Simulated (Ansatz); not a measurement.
# singlet C2H6B− at 6 levels

Wanted: a comparison of 6 runs (HF/3-21G, B3LYP/6-311+G**, PBE0/6-311+G**, wB97M-V/6-311+G**, CCSD/6-311+G**, CCSD(T)/6-311+G**) of singlet C2H6B−. 

Program for the calculation: Ansatz 0.2.0.

45 further runs of the same task are left out: 45 set aside as unsound or not needed.

**1. The system as given**

C2H6B−: 9 atoms, total charge -1, spin state singlet. SMILES of the parent species: `[CH2]BC`. The coordinates come from a PBE0-D4/def2-TZVP relaxation. This is one conformer, not always the lowest. That shape belongs to the parent species and isn't relaxed for this state.

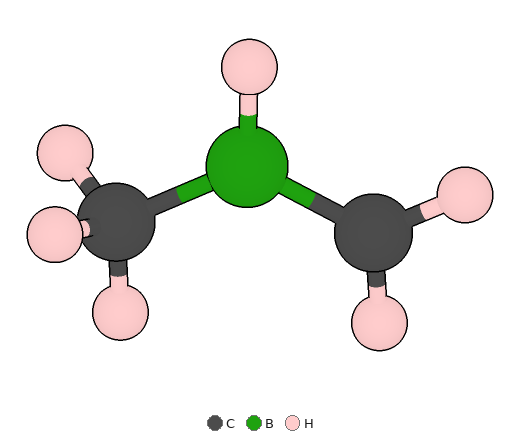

Viewed from a chosen angle; carbon dark grey, boron green, hydrogen pink.

**2. The energy at HF/3-21G (run 1)**

The input, run.yaml:

```yaml
crystal:
  periodic: [false, false, false]
  atoms:
    - {symbol: C, position_ang: [-0.840100, 0.743300, -1.023500]}
    - {symbol: B, position_ang: [0.191800, 0.540800, 0.089100]}
    - {symbol: C, position_ang: [0.525000, -0.860100, 0.691800]}
    - {symbol: H, position_ang: [-1.406600, -0.078400, -1.457800]}
    - {symbol: H, position_ang: [-1.074500, 1.714900, -1.450600]}
    - {symbol: H, position_ang: [0.769100, 1.506600, 0.513000]}
    - {symbol: H, position_ang: [-0.036500, -1.695300, 0.267500]}
    - {symbol: H, position_ang: [1.596100, -1.069200, 0.576400]}
    - {symbol: H, position_ang: [0.364200, -0.849200, 1.777100]}
basis:
  gaussian: {orbitals: 3-21G.json}
total_charge: -1
hamiltonian: {xc: hf}
accuracy: high
output: {orbitals: {seedname: orbitals}}
```

The basis set 3-21G is read from a file made from the Basis Set Exchange's data (not shown).

Run with:

```bash
$ ansatz run run.yaml --threads 1 --pin off --max-ram 3480MiB --events-out events.jsonl --progress --plain --runs-dir runs
```

What it wrote:

```text
Warning: RAYON_NUM_THREADS=1 ignored (pool sized by the plan → 1); use --threads N
Functional definition: HF
  name "HF"
  exchange = exact_x
  correlation = 0
938 factors; integrals over basis functions are off by at most 1.0e-8 eV
mean field evaluation 1: about -2808.9063 eV, gradient 2.1e1 eV
mean field evaluation 2: about -2808.9001 eV, gradient 2.1e1 eV
mean field evaluation 4: about -2810.3525 eV, gradient 2.7e0 eV
mean field evaluation 8: about -2810.3757 eV, gradient 1.3e-4 eV
mean field -2810.37572505 eV, -103.2794029545 hartree, gradient 3.0e-8 eV, S^2 0.000000; 0 other end points of the search recorded, 0 dependent functions left out
reference -2810.37572505 eV, -103.2794029545 hartree; 12, 12 occupied and 27, 27 virtual orbitals, 938 factors
Total energy: -2810.37572505 eV, -103.2794029545 hartree
```

Run time: 0.24 s. Hardware: 1 thread of Arm Neoverse V2, shared host.

**3. A single-point energy at B3LYP/6-311+G(d,p) (run 2)**

The input, molecule.yaml:

```yaml
crystal:
  periodic: [false, false, false]
  atoms:
    - {symbol: C, position_ang: [-0.840100, 0.743300, -1.023500]}
    - {symbol: B, position_ang: [0.191800, 0.540800, 0.089100]}
    - {symbol: C, position_ang: [0.525000, -0.860100, 0.691800]}
    - {symbol: H, position_ang: [-1.406600, -0.078400, -1.457800]}
    - {symbol: H, position_ang: [-1.074500, 1.714900, -1.450600]}
    - {symbol: H, position_ang: [0.769100, 1.506600, 0.513000]}
    - {symbol: H, position_ang: [-0.036500, -1.695300, 0.267500]}
    - {symbol: H, position_ang: [1.596100, -1.069200, 0.576400]}
    - {symbol: H, position_ang: [0.364200, -0.849200, 1.777100]}
basis:
  gaussian:
    orbitals: 6-311+G_st__st_.json
total_charge: -1
hamiltonian:
  xc: {name: B3LYP}
accuracy: high
output: {orbitals: {seedname: orbitals}}
```

The basis set 6-311+G** is read from a file made from the Basis Set Exchange's data (not shown).

Run with:

```bash
$ ansatz run molecule.yaml --threads 1 --pin off --max-ram 3480MiB --events-out events.jsonl --progress --plain --runs-dir runs
```

What it wrote:

```text
Warning: RAYON_NUM_THREADS=1 ignored (pool sized by the plan → 1); use --threads N
Functional definition: B3LYP
  name "B3LYP"
  parameter a0 = 0.2
  parameter ax = 0.72
  parameter ac = 0.81
  exchange = (1 - a0 - ax)*slater_x + ax*b88_x + a0*exact_x
  correlation = (1 - ac)*vwn_rpa_c + ac*lyp_c
2069 factors; integrals over basis functions are off by at most 3.6e-9 eV
mean field evaluation 1: about -2841.7532 eV, gradient 5.3e1 eV
mean field evaluation 2: about -2808.5441 eV, gradient 9.4e1 eV
mean field evaluation 4: about -2849.1194 eV, gradient 7.6e0 eV
mean field evaluation 8: about -2849.2914 eV, gradient 2.7e-1 eV
mean field evaluation 16: about -2849.2884 eV, gradient 1.0e-5 eV
mean field -2849.28842054 eV, -104.7094181379 hartree, gradient 1.8e-8 eV, S^2 0.000000; 0 other end points of the search recorded, 0 dependent functions left out
reference -2849.28845872 eV, -104.7094195409 hartree; 12, 12 occupied and 90, 90 virtual orbitals, 2069 factors
Total energy: -2849.28845872 eV, -104.7094195409 hartree
```

Run time: 5.7 s. Hardware: 1 thread of Arm Neoverse V2, shared host; peak memory 0.29 GiB.

**4. The energy at PBE0/6-311+G(d,p) (run 3)**

The input, input.yaml:

```yaml
crystal:
  periodic: [false, false, false]
  atoms:
    - {symbol: C, position_ang: [-0.840100, 0.743300, -1.023500]}
    - {symbol: B, position_ang: [0.191800, 0.540800, 0.089100]}
    - {symbol: C, position_ang: [0.525000, -0.860100, 0.691800]}
    - {symbol: H, position_ang: [-1.406600, -0.078400, -1.457800]}
    - {symbol: H, position_ang: [-1.074500, 1.714900, -1.450600]}
    - {symbol: H, position_ang: [0.769100, 1.506600, 0.513000]}
    - {symbol: H, position_ang: [-0.036500, -1.695300, 0.267500]}
    - {symbol: H, position_ang: [1.596100, -1.069200, 0.576400]}
    - {symbol: H, position_ang: [0.364200, -0.849200, 1.777100]}
basis:
  gaussian:
    orbitals: 6-311+G_st__st_.json
total_charge: -1
hamiltonian:
  xc: {name: PBE0}
accuracy: high
output: {orbitals: {seedname: orbitals}}
```

The basis set 6-311+G** is read from a file made from the Basis Set Exchange's data (not shown).

Run with:

```bash
$ ansatz run input.yaml --threads 1 --pin off --max-ram 3480MiB --events-out events.jsonl --progress --plain --runs-dir runs
```

What it wrote:

```text
Warning: RAYON_NUM_THREADS=1 ignored (pool sized by the plan → 1); use --threads N
Functional definition: PBE0
  name "PBE0"
  parameter a = 0.25
  parameter kappa = 0.804
  parameter beta = 0.06672455060314922
  exchange = (1 - a)*pbe_x(kappa = kappa, mu = beta*pi^2/3) + a*exact_x
  correlation = pbe_c(beta = beta)
2069 factors; integrals over basis functions are off by at most 3.6e-9 eV
mean field evaluation 1: about -2838.9975 eV, gradient 4.7e1 eV
mean field evaluation 2: about -2812.3550 eV, gradient 8.1e1 eV
mean field evaluation 4: about -2844.7854 eV, gradient 7.5e0 eV
mean field evaluation 8: about -2844.9894 eV, gradient 2.5e-1 eV
mean field evaluation 16: about -2844.9896 eV, gradient 9.4e-6 eV
mean field -2844.98958036 eV, -104.5514386752 hartree, gradient 4.4e-8 eV, S^2 0.000000; 0 other end points of the search recorded, 0 dependent functions left out
reference -2844.98958391 eV, -104.5514388054 hartree; 12, 12 occupied and 90, 90 virtual orbitals, 2069 factors
Total energy: -2844.98958391 eV, -104.5514388054 hartree
```

Run time: 5.4 s. Hardware: 1 thread of Arm Neoverse V2, shared host; peak memory 0.29 GiB.

Runs 4 to 5 aren't shown in full; the table further down has their settings and results.

**5. A single-point energy at CCSD(T)/6-311+G(d,p) (run 6)**

run.yaml: that of step 2 with these lines changed.

```diff
@@ -13,6 +13,10 @@
 basis:
-  gaussian: {orbitals: 3-21G.json}
+  gaussian:
+    orbitals: 6-311+G_st__st_.json
+scf:
+  omitted_lower_state_checks: [cluster_reference, increment]
 total_charge: -1
-hamiltonian: {xc: hf}
+correlation:
+  method: ccsd_t
+  frozen_orbitals: {B: 1, C: 1, H: 0}
 accuracy: high
-output: {orbitals: {seedname: orbitals}}
```

The basis set 6-311+G** is read from a file made from the Basis Set Exchange's data (not shown).

Run with:

```bash
$ ansatz run run.yaml --threads 1 --pin off --max-ram 3480MiB --events-out events.jsonl --progress --plain --runs-dir runs
```

What it wrote:

```text
Warning: RAYON_NUM_THREADS=1 ignored (pool sized by the plan → 1); use --threads N
[... 11 lines left out ...]
3 core orbitals not correlated: weight in the atoms' cores, before any rotation towards them, 1.000 or more for the frozen orbitals, at most 0.000 for the correlated occupied ones
[... 25 lines left out ...]
Total energy: -2840.22842969 eV, -104.3764696150 hartree
Checks for a lower state left out: cluster_reference, increment
```

It took 22 s on 1 thread of Arm Neoverse V2, shared host; peak memory 0.85 GiB.

**6. All runs side by side**

```csv
run,level,frozen core orbitals,energy (Eh),HOMO energy (eV),LUMO energy (eV),HOMO–LUMO gap (eV),wall time
1,HF/3-21G,–,-103.279403,-0.81,11.83,12.64,0.24 s
2,B3LYP/6-311+G**,–,-104.709420,0.59,3.52,2.93,5.7 s
3,PBE0/6-311+G**,–,-104.551439,0.42,3.72,3.30,5.4 s
4,wB97M-V/6-311+G**,–,-104.622196,-1.69,4.18,5.87,52 s
5,CCSD/6-311+G**,3,-104.359288,–,–,–,14 s
6,CCSD(T)/6-311+G**,3,-104.376470,–,–,–,22 s
```

**7. Outcome**

| quantity | value |
| --- | --- |
| run 6: total energy | -104.37647 Eh |
| run 6: correlation energy (3 core orbitals frozen) | -475.8 mEh |
| run 6: (T) correction | -17.18 mEh |
| run 6: T1 diagnostic | 0.014 |

Over runs 1, 2, 3, 4 the HOMO–LUMO gap runs from 2.93 eV (B3LYP/6-311+G**) to 12.64 eV (HF/3-21G). The two ends differ in method and basis. The empty levels of an anion lie above zero and hang on the basis. Totals of different functionals can't be ranked against each other. In runs 2, 3 the HOMO lies above zero, so the outermost electron may be held by the basis alone. All runs together took 99 s, the longest 52 s.
